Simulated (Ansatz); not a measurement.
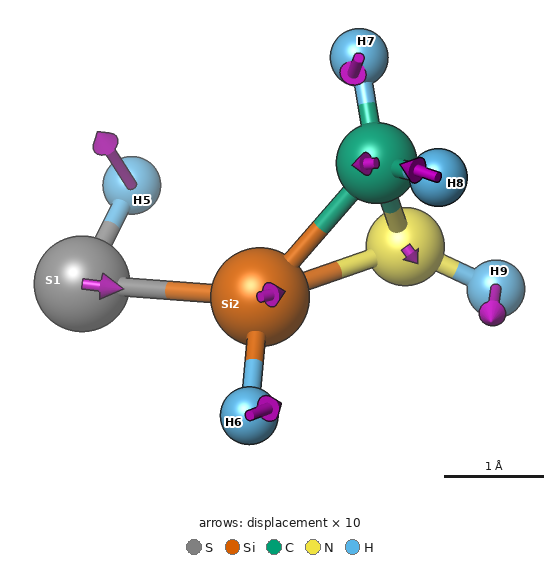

A relaxation of CH5NSSi. The starting structure is drawn; purple arrows show the displacements, magnified 10 times. The two geometries are superimposed by the best rigid fit.

A ball-and-stick model, seen at a tilt.

The start comes from PBE-D4/def2-SVP.

All numbers below come from RKS PBE0-D4/def2-TZVP in Ansatz 0.2.0.

Input file:
```yaml
crystal:
  periodic: [false, false, false]
  atoms:
    - {symbol: S, position_ang: [-0.596882, 1.199097, -2.180508]}
    - {symbol: Si, position_ang: [0.370224, 0.670813, -0.340545]}
    - {symbol: C, position_ang: [0.436216, -0.991301, 0.498880]}
    - {symbol: N, position_ang: [-0.598596, 0.005882, 0.928280]}
    - {symbol: H, position_ang: [-1.601655, 0.299932, -1.971225]}
    - {symbol: H, position_ang: [1.478116, 1.651683, -0.111683]}
    - {symbol: H, position_ang: [0.035220, -1.924657, 0.055331]}
    - {symbol: H, position_ang: [1.288065, -1.188340, 1.184854]}
    - {symbol: H, position_ang: [-0.722207, 0.230490, 1.919416]}
basis:
  gaussian: {orbitals: def2-TZVP}
hamiltonian: {xc: pbe0, dispersion: d4}
relax: {f_tol: 0.005, max_steps: 150}
```

Command:
```bash
ansatz run in.yaml --threads 2 --pin off --events-out ev --progress --plain --max-ram 4352MiB
```

Q: Which element moves most?

A: Hydrogen: up to 0.10 Å, against 0.04 Å for sulfur.

Q: Describe the change and its energy.

A: After 7 accepted moves (8 points after the start) the energy has fallen by 6.24 kJ/mol. The largest force component goes from 0.67 to 0.0033 eV/Å. The line search rejected the trial step at point 6 of the run. The largest move after the best rigid fit is that of H5, 0.10 Å. By element the largest moves are H 0.10 Å, S 0.04 Å, Si 0.04 Å, C 0.03 Å, N 0.02 Å. Near-neighbour distances that change, for instance: Si2–C3 1.863 → 1.826 Å, S1–Si2 2.145 → 2.115 Å, Si2–N4 1.729 → 1.701 Å, C3–H7 1.108 → 1.088 Å. Bond angles that change, for instance: Si2–N4–H9 133.9° → 131.1°.
